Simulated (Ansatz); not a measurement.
## Molecular dynamics of Si2H3ClO (part 2 of 2)

Continued. System: Si2H3ClO, SMILES Cl[SiH]1O[SiH2]1. Method: RKS PBE-d3bj/6-31G* (Ansatz 0.2.0). The geometry comes from this level: PBE0-D4/def2-TZVP.

Geometry of the input (Å):
```
Cl -2.6275  -0.5782  -0.3367
Si -0.7442  0.1068  -0.7253
O  0.4777  -0.9911  -0.3949
Si 0.8491  0.1970  0.7704
H  -0.7480  0.6204  -2.1106
H  0.6795  -0.2574  2.1710
H  2.1747  0.8344  0.5804
```

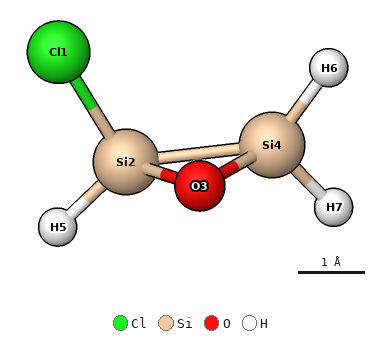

Figure 1. The geometry at step 30 of the log (ball-and-stick view, seen at a tilt; atoms are numbered from 1 in the order of the input).

### Trajectory as extended XYZ, continued
```
7
Properties=species:S:1:pos:R:3:forces:R:3 step=9 time_fs=9.0 energy=-30358.25078 temperature=458.5
Cl   -2.5710   -0.5790   -0.3187   -1.5533  -0.4801   0.1078
Si   -0.7591    0.1284   -0.7622    0.2182   1.4577  -0.5755
O     0.4311   -0.9670   -0.3721    0.8649  -2.7022  -0.9240
Si    0.8150    0.1609    0.7756    0.5417   1.5674   2.5385
H    -0.6358    0.5388   -2.2099   -0.2466  -0.0276   0.2370
H     0.8258   -0.2245    2.3514   -0.1013   0.2547  -1.6359
H     2.0335    0.9341    0.3891    0.2764  -0.0698   0.2521
7
Properties=species:S:1:pos:R:3:forces:R:3 step=11 time_fs=11.0 energy=-30358.19383 temperature=373.9
Cl   -2.5625   -0.5805   -0.3144   -1.6674  -0.4893   0.1150
Si   -0.7627    0.1389   -0.7725    0.6518   1.0403  -0.2587
O     0.4268   -0.9800   -0.3733    0.6659  -2.0573  -0.7013
Si    0.8116    0.1610    0.7808   -0.3312   0.6989   2.5378
H    -0.6310    0.5188   -2.2191   -0.2522   0.0449   0.1032
H     0.8458   -0.2318    2.3799   -0.1448   0.3342  -1.8466
H     1.9728    0.9215    0.3780    1.0779   0.4282   0.0507
7
Properties=species:S:1:pos:R:3:forces:R:3 step=13 time_fs=13.0 energy=-30358.28257 temperature=509.2
Cl   -2.5557   -0.5825   -0.3100   -1.7158  -0.4710   0.1172
Si   -0.7655    0.1508   -0.7831    1.0769   0.5080   0.1656
O     0.4241   -0.9979   -0.3761    0.4282  -1.2237  -0.4023
Si    0.8078    0.1622    0.7895   -0.5935   0.2506   1.6072
H    -0.6358    0.5006   -2.2245   -0.2316   0.1370  -0.1028
H     0.8602   -0.2267    2.3391   -0.1861   0.2538  -1.3982
H     1.9516    0.9242    0.3693    1.2219   0.5454   0.0133
7
Properties=species:S:1:pos:R:3:forces:R:3 step=15 time_fs=15.0 energy=-30358.39881 temperature=682.0
Cl   -2.5508   -0.5850   -0.3054   -1.6883  -0.4224   0.1104
Si   -0.7668    0.1635   -0.7936    1.4208  -0.0407   0.5260
O     0.4224   -1.0188   -0.3799    0.1927  -0.3464  -0.0934
Si    0.8033    0.1637    0.8002   -0.1012   0.5187  -0.5169
H    -0.6495    0.4875   -2.2337   -0.1973   0.2080  -0.2351
H     0.8676   -0.2124    2.2470   -0.1918  -0.0715  -0.0201
H     1.9751    0.9466    0.3618    0.5651   0.1542   0.2291
7
Properties=species:S:1:pos:R:3:forces:R:3 step=17 time_fs=17.0 energy=-30358.28872 temperature=520.3
Cl   -2.5477   -0.5879   -0.3007   -1.5808  -0.3419   0.0915
Si   -0.7662    0.1761   -0.8034    1.6206  -0.5341   0.6812
O     0.4211   -1.0405   -0.3839   -0.0034   0.4664   0.1684
Si    0.7986    0.1660    0.8102    0.4709   1.1039  -3.3042
H    -0.6707    0.4823   -2.2514   -0.1590   0.2307  -0.1795
H     0.8678   -0.2015    2.1562   -0.1389  -0.6151   2.0787
H     2.0202    0.9747    0.3631   -0.2094  -0.3099   0.4639
7
Properties=species:S:1:pos:R:3:forces:R:3 step=19 time_fs=19.0 energy=-30358.20574 temperature=399.0
Cl   -2.5463   -0.5913   -0.2959   -1.3995  -0.2324   0.0591
Si   -0.7634    0.1880   -0.8122    1.6280  -0.9429   0.6317
O     0.4199   -1.0612   -0.3876   -0.1346   1.1487   0.3470
Si    0.7945    0.1698    0.8159    0.8097   1.1048  -4.1411
H    -0.6981    0.4858   -2.2756   -0.1139   0.2087   0.0339
H     0.8626   -0.2131    2.1407   -0.1458  -0.7309   2.5181
H     2.0581    0.9916    0.3817   -0.6439  -0.5560   0.5513
7
Properties=species:S:1:pos:R:3:forces:R:3 step=20 time_fs=20.0 energy=-30358.26203 temperature=480.1
Cl   -2.5462   -0.5930   -0.2935   -1.2868  -0.1691   0.0381
Si   -0.7611    0.1935   -0.8163    1.5584  -1.1166   0.5704
O     0.4192   -1.0706   -0.3891   -0.1736   1.4323   0.4027
Si    0.7929    0.1723    0.8166    0.8918   0.7275  -3.3823
H    -0.7135    0.4906   -2.2878   -0.0862   0.1887   0.1559
H     0.8580   -0.2296    2.1699   -0.1961  -0.4792   1.6820
H     2.0686    0.9925    0.3989   -0.7075  -0.5836   0.5332
7
Properties=species:S:1:pos:R:3:forces:R:3 step=22 time_fs=22.0 energy=-30358.32583 temperature=577.8
Cl   -2.5470   -0.5967   -0.2886   -1.0328  -0.0328  -0.0119
Si   -0.7550    0.2033   -0.8240    1.3077  -1.4125   0.4779
O     0.4174   -1.0867   -0.3914   -0.2049   1.8834   0.4568
Si    0.7905    0.1778    0.8148    0.7627  -0.3008  -1.2904
H    -0.7466    0.5055   -2.3068   -0.0196   0.1480   0.3393
H     0.8426   -0.2733    2.2663   -0.2821   0.1702  -0.3625
H     2.0698    0.9779    0.4480   -0.5310  -0.4556   0.3908
7
Properties=species:S:1:pos:R:3:forces:R:3 step=24 time_fs=24.0 energy=-30358.23515 temperature=444.8
Cl   -2.5489   -0.6004   -0.2838   -0.7646   0.1050  -0.0688
Si   -0.7471    0.2112   -0.8310    0.9782  -1.6479   0.5168
O     0.4151   -1.0983   -0.3927   -0.1916   2.1806   0.4470
Si    0.7892    0.1830    0.8112    0.1878  -1.2141   0.0850
H    -0.7805    0.5261   -2.3132    0.0542   0.1215   0.3724
H     0.8166   -0.3113    2.3516   -0.2941   0.5589  -1.5008
H     2.0515    0.9463    0.5120    0.0301  -0.1039   0.1484
7
Properties=species:S:1:pos:R:3:forces:R:3 step=26 time_fs=26.0 energy=-30358.15401 temperature=324.5
Cl   -2.5517   -0.6040   -0.2789   -0.5053   0.2314  -0.1280
Si   -0.7379    0.2169   -0.8373    0.6379  -1.8226   0.7092
O     0.4124   -1.1047   -0.3928   -0.1546   2.3230   0.3826
Si    0.7880    0.1865    0.8077   -0.5503  -1.8336   0.6886
H    -0.8124    0.5515   -2.3057    0.1205   0.1169   0.2449
H     0.7793   -0.3285    2.3816   -0.2737   0.6750  -1.8092
H     2.0347    0.9108    0.5818    0.7255   0.3099  -0.0881
7
Properties=species:S:1:pos:R:3:forces:R:3 step=28 time_fs=28.0 energy=-30358.21675 temperature=422.2
Cl   -2.5550   -0.6074   -0.2743   -0.2699   0.3374  -0.1866
Si   -0.7277    0.2200   -0.8426    0.3169  -1.9192   0.9793
O     0.4093   -1.1055   -0.3921   -0.1057   2.3052   0.2708
Si    0.7862    0.1875    0.8050   -0.7761  -1.8574   0.6330
H    -0.8398    0.5814   -2.2890    0.1689   0.1266   0.0268
H     0.7315   -0.3205    2.3435   -0.2609   0.5812  -1.5232
H     2.0445    0.8864    0.6487    0.9267   0.4263  -0.2002
7
Properties=species:S:1:pos:R:3:forces:R:3 step=30 time_fs=30.0 energy=-30358.36319 temperature=644.0
Cl   -2.5586   -0.6104   -0.2698   -0.0650   0.4185  -0.2429
Si   -0.7171    0.2206   -0.8466    0.0061  -1.8948   1.1775
O     0.4059   -1.1007   -0.3907   -0.0411   2.1174   0.1202
Si    0.7833    0.1861    0.8032   -0.1726  -1.1096  -0.2477
H    -0.8609    0.6163   -2.2711    0.2024   0.1207  -0.1488
H     0.6733   -0.2907    2.2489   -0.3054   0.2144  -0.4411
H     2.0879    0.8772    0.7084    0.3757   0.1334  -0.2172
7
Properties=species:S:1:pos:R:3:forces:R:3 step=31 time_fs=31.0 energy=-30358.38305 temperature=675.0
Cl   -2.5605   -0.6117   -0.2676    0.0263   0.4502  -0.2702
Si   -0.7117    0.2199   -0.8480   -0.1570  -1.8201   1.2027
O     0.4042   -1.0964   -0.3898    0.0032   1.9579   0.0346
Si    0.7818    0.1847    0.8022    0.3062  -0.5279  -1.0419
H    -0.8686    0.6355   -2.2640    0.2176   0.0992  -0.1807
H     0.6400   -0.2717    2.1919   -0.3816  -0.0904   0.4756
H     2.1166    0.8754    0.7352   -0.0147  -0.0689  -0.2201
7
Properties=species:S:1:pos:R:3:forces:R:3 step=33 time_fs=33.0 energy=-30358.28079 temperature=531.4
Cl   -2.5642   -0.6141   -0.2635    0.1913   0.4996  -0.3233
Si   -0.7012    0.2166   -0.8496   -0.5252  -1.5276   1.0721
O     0.4007   -1.0843   -0.3882    0.1326   1.5098  -0.1496
Si    0.7791    0.1816    0.7989    1.2373   0.5842  -2.5711
H    -0.8777    0.6765   -2.2547    0.2494   0.0063  -0.1155
H     0.5610   -0.2393    2.1014   -0.6395  -0.6797   2.3145
H     2.1705    0.8680    0.7825   -0.6459  -0.3927  -0.2271
7
Properties=species:S:1:pos:R:3:forces:R:3 step=35 time_fs=35.0 energy=-30358.32233 temperature=595.9
Cl   -2.5677   -0.6158   -0.2597    0.3376   0.5370  -0.3752
Si   -0.6914    0.2113   -0.8497   -0.9604  -1.0722   0.7708
O     0.3976   -1.0686   -0.3868    0.3275   0.9032  -0.3453
Si    0.7780    0.1793    0.7922    1.4705   0.8173  -1.7865
H    -0.8772    0.7178   -2.2496    0.2742  -0.1338   0.0428
H     0.4580   -0.2308    2.0931   -0.5612  -0.5262   1.9206
H     2.2007    0.8460    0.8213   -0.8883  -0.5253  -0.2271
7
Properties=species:S:1:pos:R:3:forces:R:3 step=37 time_fs=37.0 energy=-30358.42664 temperature=754.9
Cl   -2.5708   -0.6170   -0.2564    0.4645   0.5669  -0.4255
Si   -0.6828    0.2044   -0.8488   -1.4264  -0.5394   0.4586
O     0.3953   -1.0506   -0.3863    0.5774   0.1817  -0.5364
Si    0.7789    0.1780    0.7833    0.7120   0.4153   0.5860
H    -0.8663    0.7542   -2.2429    0.2736  -0.2667   0.1604
H     0.3347   -0.2414    2.1546    0.0852   0.0938  -0.0321
H     2.1981    0.8043    0.8516   -0.6864  -0.4518  -0.2110
7
Properties=species:S:1:pos:R:3:forces:R:3 step=39 time_fs=39.0 energy=-30358.33085 temperature=616.8
Cl   -2.5735   -0.6176   -0.2535    0.5635   0.5883  -0.4707
Si   -0.6762    0.1968   -0.8472   -1.8508  -0.0268   0.2615
O     0.3943   -1.0322   -0.3871    0.8448  -0.5758  -0.7003
Si    0.7808    0.1772    0.7750   -0.4497   0.0933   2.1776
H    -0.8449    0.7805   -2.2304    0.2367  -0.3411   0.1499
H     0.2141   -0.2491    2.2173    0.6898   0.4516  -1.2611
H     2.1701    0.7456    0.8740   -0.0342  -0.1895  -0.1569
7
Properties=species:S:1:pos:R:3:forces:R:3 step=41 time_fs=41.0 energy=-30358.18272 temperature=396.1
Cl   -2.5755   -0.6176   -0.2511    0.6249   0.5975  -0.5057
Si   -0.6721    0.1891   -0.8453   -2.1622   0.3890   0.2081
O     0.3954   -1.0150   -0.3896    1.0760  -1.2689  -0.8196
Si    0.7820    0.1766    0.7696   -1.5410  -0.0425   2.7910
H    -0.8145    0.7941   -2.2124    0.1662  -0.3358   0.0001
H     0.1188   -0.2403    2.2339    1.0163   0.5275  -1.6127
H     2.1414    0.6796    0.8905    0.8198   0.1331  -0.0611
7
Properties=species:S:1:pos:R:3:forces:R:3 step=43 time_fs=43.0 energy=-30358.16928 temperature=378.7
Cl   -2.5769   -0.6168   -0.2492    0.6426   0.5912  -0.5258
Si   -0.6710    0.1819   -0.8430   -2.3105   0.6702   0.2334
O     0.3991   -1.0008   -0.3941    1.2176  -1.7935  -0.8772
Si    0.7812    0.1760    0.7679   -1.8460   0.1219   2.7738
H    -0.7776    0.7950   -2.1945    0.0775  -0.2707  -0.2220
H     0.0614   -0.2115    2.1901    1.0827   0.4333  -1.3901
H     2.1427    0.6179    0.9047    1.1360   0.2477   0.0078
7
Properties=species:S:1:pos:R:3:forces:R:3 step=44 time_fs=44.0 energy=-30358.22622 temperature=465.3
Cl   -2.5773   -0.6163   -0.2485    0.6339   0.5813  -0.5292
Si   -0.6716    0.1787   -0.8418   -2.3138   0.7625   0.2364
O     0.4020   -0.9953   -0.3971    1.2426  -1.9646  -0.8767
Si    0.7798    0.1757    0.7685   -1.5007   0.3378   2.5261
H    -0.7578    0.7914   -2.1882    0.0326  -0.2338  -0.3195
H     0.0483   -0.1905    2.1472    0.9885   0.3232  -1.0446
H     2.1594    0.5904    0.9118    0.9170   0.1937   0.0076
7
Properties=species:S:1:pos:R:3:forces:R:3 step=46 time_fs=46.0 energy=-30358.31629 temperature=601.3
Cl   -2.5776   -0.6146   -0.2475    0.5818   0.5479  -0.5225
Si   -0.6752    0.1729   -0.8391   -2.1695   0.8710   0.1455
O     0.4102   -0.9878   -0.4048    1.1926  -2.0870  -0.8036
Si    0.7757    0.1756    0.7722    0.0420   0.9064   1.2857
H    -0.7175    0.7776   -2.1853   -0.0517  -0.1930  -0.3977
H     0.0482   -0.1407    2.0366    0.3745  -0.0626   0.3325
H     2.2156    0.5400    0.9261    0.0302   0.0172  -0.0398
7
Properties=species:S:1:pos:R:3:forces:R:3 step=48 time_fs=48.0 energy=-30358.18582 temperature=413.2
Cl   -2.5773   -0.6123   -0.2470    0.4914   0.5005  -0.4998
Si   -0.6818    0.1683   -0.8361   -1.8299   0.8859  -0.0934
O     0.4212   -0.9852   -0.4144    1.0218  -1.9113  -0.6292
Si    0.7718    0.1768    0.7776    1.9416   1.3592  -0.7575
H    -0.6789    0.7563   -2.1972   -0.1322  -0.2139  -0.2744
H     0.0609   -0.0935    1.9401   -0.7322  -0.5598   2.3335
H     2.2734    0.4903    0.9390   -0.7606  -0.0606  -0.0793
7
Properties=species:S:1:pos:R:3:forces:R:3 step=50 time_fs=50.0 energy=-30358.15900 temperature=379.4
Cl   -2.5765   -0.6095   -0.2471    0.3756   0.4466  -0.4642
Si   -0.6909    0.1648   -0.8333   -1.3274   0.7772  -0.3718
O     0.4348   -0.9872   -0.4255    0.7618  -1.4922  -0.3817
Si    0.7703    0.1797    0.7821    2.4004   1.1534  -1.3099
H    -0.6453    0.7266   -2.2194   -0.2164  -0.2539  -0.0297
H     0.0480   -0.0664    1.9283   -0.9310  -0.6243   2.6361
H     2.3036    0.4383    0.9490   -1.0631  -0.0068  -0.0787
```

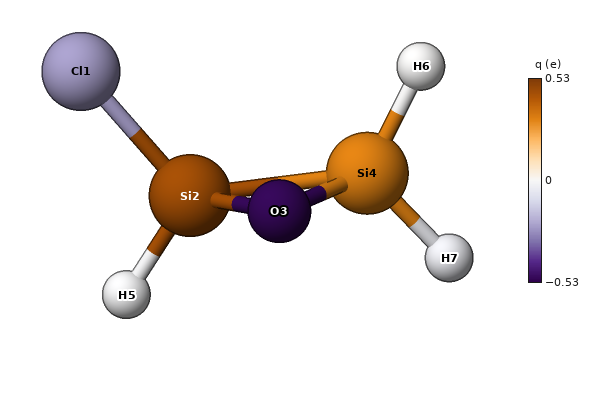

Figure 2. Mulliken charges, as the colour of each atom (ball-and-stick view, seen at a tilt; atoms are numbered from 1 in the order of the input). By element: Cl −0.23, Si +0.32 to +0.45, O −0.50 and H −0.03 to 0.00 e.

### Results in brief

| quantity | value |
| --- | --- |
| outcome | finished |
| mean temperature over the second half | 511 K |
| trajectory | 50 steps, 50 fs |
| ensemble | nvt_nose_hoover |
| temperature in the input | 1000 K |
| time step | 1 fs |
| potential energy (last step) | −30358.1590 eV |
| mean-field energy (last step) | −30357.9834 eV |
| dispersion energy (last step) | −0.1756 eV |
| SCF solution under orbital rotations (last step) | stable |
| largest force (length of the vector) (last step) | 2.968 eV/Å |
| dipole moment (last step) | 2.21 D |
| wall time | 66 s (CPU time 2.1 min) |
| peak memory | 0.4 GiB |

### Notes

So short a trajectory is not equilibrated. The temperature stays far from the 1000 K of the thermostat over the second half: the run isn't equilibrated.
